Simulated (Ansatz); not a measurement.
**Phonon calculation, with input and output: H2O**

System: H2O.
Method: RKS PBE0-D4/def2-TZVP (Ansatz 0.2.0).

The geometry comes from this level: PBE0-D4/def2-TZVP. Figures and captions count atoms from 1; the log counts them from 0 in places.

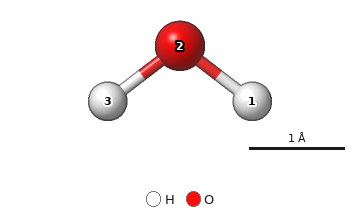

Figure 1. The structure as given in the input (ball-and-stick view, seen on its broad side; atoms are numbered from 1 in the order of the input). Bond lengths as drawn: H–O 0.96 Å.

The input
```yaml
crystal:
  periodic: [false, false, false]
  atoms:
    - {symbol: H, position_ang: [-0.307809, -1.043873, 1.382229]}
    - {symbol: O, position_ang: [0.071379, -0.210787, 1.094423]}
    - {symbol: H, position_ang: [-0.315953, 0.451451, 1.670678]}
basis:
  gaussian: {orbitals: def2-TZVP}
hamiltonian: {xc: pbe0, dispersion: d4}
phonons: {temperatures: {t_min: 298.15, t_max: 900, t_step: 200}}
```

Hardware: 4 threads of Intel Xeon @ 2.50GHz, 180 GiB of memory available, shared host.

Launched with:
```bash
ansatz run in.yaml --threads 4 --pin off --events-out ev --progress --plain --max-ram 9574MiB
```

Output
```
Functional definition: PBE0
  name "PBE0"
  cite "Adamo & Barone, J. Chem. Phys. 110, 6158 (1999) doi:10.1063/1.478522"
  cite "Perdew, Burke & Ernzerhof, Phys. Rev. Lett. 77, 3865 (1996) doi:10.1103/PhysRevLett.77.3865"
  parent pbe
  parameter a = 0.25
  parameter kappa = 0.804
  parameter beta = 0.06672455060314922
  exchange = (1 - a)*pbe_x(kappa = kappa, mu = beta*pi^2/3) + a*exact_x
  correlation = pbe_c(beta = beta)
239 factors; their error is unknown
mean field evaluation 1: about -2074.4214 eV, gradient 5.0e1 eV
mean field evaluation 2: about -2069.6334 eV, gradient 7.2e1 eV
mean field evaluation 4: about -2078.3295 eV, gradient 1.6e-1 eV
mean field evaluation 8: about -2078.3330 eV, gradient 2.6e-1 eV
mean field -2078.33307660 eV, -76.3773318204 hartree, gradient 1.2e-5 eV, S^2 0.000000; 0 other end points of the search recorded, 0 dependent functions left out
the calculation of the forces begins
reference -2078.33309061 eV, -76.3773323350 hartree; 5, 5 occupied and 38, 38 virtual orbitals, 239 factors
these checks for a lower state are left out or cut short: stability, starts, cluster_reference, orbital_swaps, neighbouring_geometries, increment
239 factors; their error is unknown
mean field evaluation 16: about -2078.3294 eV, gradient 2.8e-1 eV
mean field -2078.33303042 eV, -76.3773301233 hartree, gradient 1.2e-6 eV, S^2 0.000000; 0 other end points of the search recorded, 0 dependent functions left out
the calculation of the forces begins
reference -2078.33304441 eV, -76.3773306372 hartree; 5, 5 occupied and 38, 38 virtual orbitals, 239 factors
these checks for a lower state are left out or cut short: stability, starts, cluster_reference, orbital_swaps, neighbouring_geometries, increment
239 factors; their error is unknown
mean field -2078.33303120 eV, -76.3773301519 hartree, gradient 1.2e-6 eV, S^2 0.000000; 0 other end points of the search recorded, 0 dependent functions left out
the calculation of the forces begins
reference -2078.33304522 eV, -76.3773306673 hartree; 5, 5 occupied and 38, 38 virtual orbitals, 239 factors
these checks for a lower state are left out or cut short: stability, starts, cluster_reference, orbital_swaps, neighbouring_geometries, increment
239 factors; their error is unknown
mean field evaluation 32: about -2078.3293 eV, gradient 2.9e-1 eV
mean field -2078.33300363 eV, -76.3773291386 hartree, gradient 1.2e-6 eV, S^2 0.000000; 0 other end points of the search recorded, 0 dependent functions left out
the calculation of the forces begins
reference -2078.33301762 eV, -76.3773296527 hartree; 5, 5 occupied and 38, 38 virtual orbitals, 239 factors
these checks for a lower state are left out or cut short: stability, starts, cluster_reference, orbital_swaps, neighbouring_geometries, increment
239 factors; their error is unknown
mean field -2078.33301436 eV, -76.3773295331 hartree, gradient 1.2e-6 eV, S^2 0.000000; 0 other end points of the search recorded, 0 dependent functions left out
the calculation of the forces begins
reference -2078.33302838 eV, -76.3773300483 hartree; 5, 5 occupied and 38, 38 virtual orbitals, 239 factors
these checks for a lower state are left out or cut short: stability, starts, cluster_reference, orbital_swaps, neighbouring_geometries, increment
239 factors; their error is unknown
mean field -2078.33296160 eV, -76.3773275943 hartree, gradient 1.2e-6 eV, S^2 0.000000; 0 other end points of the search recorded, 0 dependent functions left out
the calculation of the forces begins
reference -2078.33297563 eV, -76.3773281099 hartree; 5, 5 occupied and 38, 38 virtual orbitals, 239 factors
these checks for a lower state are left out or cut short: stability, starts, cluster_reference, orbital_swaps, neighbouring_geometries, increment
239 factors; their error is unknown
mean field -2078.33295805 eV, -76.3773274638 hartree, gradient 1.2e-6 eV, S^2 0.000000; 0 other end points of the search recorded, 0 dependent functions left out
the calculation of the forces begins
reference -2078.33297203 eV, -76.3773279774 hartree; 5, 5 occupied and 38, 38 virtual orbitals, 239 factors
Total energy: -2078.33734626 eV, -76.3774887274 hartree
Atom 0 at    -0.307809    -1.043873     1.382229 Å, force    -0.001127    -0.004040     0.000563 eV/Å
Atom 1 at     0.071379    -0.210787     1.094423 Å, force     0.002295     0.000512    -0.002587 eV/Å
Atom 2 at    -0.315953     0.451451     1.670678 Å, force    -0.001168     0.003528     0.002023 eV/Å
Dipole moment:    -0.282643    -0.062999     0.318610 e Å
Vibrations: 1622.76 3852.64 3960.30 cm⁻¹, zero-point energy 0.584939 eV
```

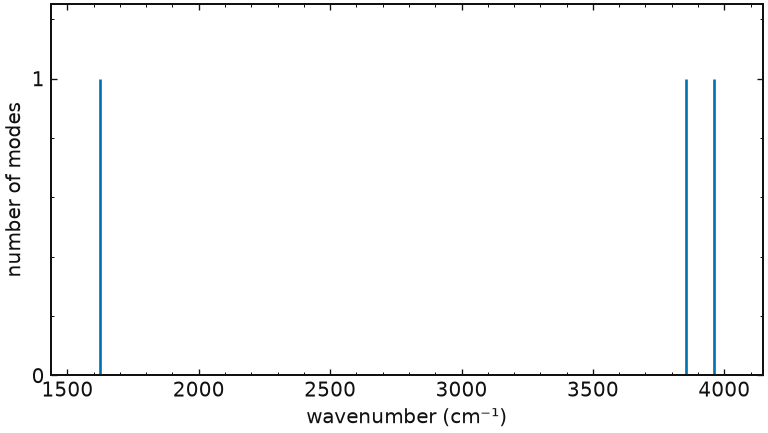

Figure 2. Harmonic vibrational wavenumbers from the force constants; neighbouring modes closer than 11 cm⁻¹ are counted in one stick. 3 modes from 1623 to 3960 cm⁻¹, none imaginary.

Results in brief

- outcome: converged
- total energy: −2078.3373 eV
- mean-field energy: −2078.3331 eV
- dispersion energy: −0.0043 eV
- largest force (length of the vector): 0.004 eV/Å
- dipole moment: 2.07 D
- wall time: 1.3 s (CPU time 3.5 s)
- peak memory: 0.48 GiB
